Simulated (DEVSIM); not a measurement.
System: Ti/SiON/p-Si capacitor, at 300 K.

```csv
layer (left to right),material,thickness (nm),Na (cm⁻³)
1,SiON,23.0,-
2,Si,5500,1.1e16
```

Metal gate on the left, work function 4.33 eV. Fixed charge at the semiconductor interface 1.1e11 cm⁻² (in units of +e); interface traps 2e12 cm⁻² eV⁻¹, uniform in energy, neutral level at 0.7 of the gap above the valence band.

This is a model device: material constants are rounded textbook-type values typed into the input, and sizes, dopings and lifetimes were drawn at random. Values at 300 K.

| parameter | SiON | Si |
|---|---|---|
| gap (eV) | 7 | 1.124 |
| affinity (eV) | 1.4 | 4.05 |
| permittivity | 5.5 | 11.7 |
| Nc (cm⁻³) | - | 2.86e19 |
| Nv (cm⁻³) | - | 3.1e19 |

Simulated with DEVSIM: 1D Poisson equation in equilibrium, Boltzmann statistics, complete ionisation; no quantum confinement or tunnelling. Metal contacts follow the ideal Schottky-Mott rule: no Fermi-level pinning, no interface dipoles.

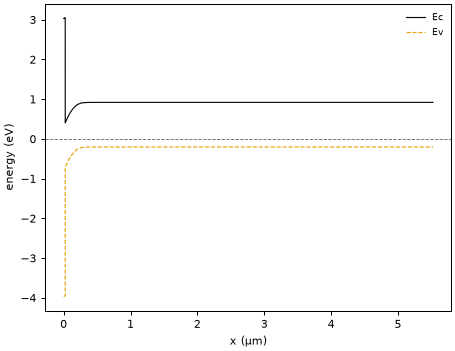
Band edges at -0.1 V on the gate

Energies count from the Fermi level of the right contact; mesh points crowd at the junctions.

```tsv
x (μm)	Ec (eV)	Ev (eV)	n (cm⁻³)	p (cm⁻³)	field (V/cm)
0.000	3.030	-3.970	< 1e2	< 1e2	9000
0.001649	3.031	-3.969	< 1e2	< 1e2	9000
0.005198	3.035	-3.965	< 1e2	< 1e2	9000
0.01297	3.042	-3.958	< 1e2	< 1e2	9000
0.02039	3.048	-3.952	< 1e2	< 1e2	9000
0.02258	3.050	-3.950	< 1e2	< 1e2	9000
0.02390	0.404	-0.720	4.6e12	2.5e7	41000
0.02860	0.423	-0.701	2.2e12	5.3e7	40000
0.03872	0.463	-0.661	4.8e11	2.4e8	38000
0.06257	0.549	-0.575	1.7e10	6.9e9	34000
0.1235	0.726	-0.398	1.8e7	6.4e12	24000
0.3548	0.917	-0.207	11000	1.0e16	420
0.8531	0.919	-0.205	11000	1.1e16	≈ 0
2.097	0.919	-0.205	11000	1.1e16	≈ 0
4.384	0.919	-0.205	11000	1.1e16	≈ 0
5.068	0.919	-0.205	11000	1.1e16	≈ 0
5.335	0.919	-0.205	11000	1.1e16	≈ 0
5.448	0.919	-0.205	11000	1.1e16	≈ 0
5.501	0.919	-0.205	11000	1.1e16	≈ 0
5.515	0.919	-0.205	11000	1.1e16	≈ 0
5.520	0.919	-0.205	11000	1.1e16	≈ 0
5.523	0.919	-0.205	11000	1.1e16	≈ 0
```
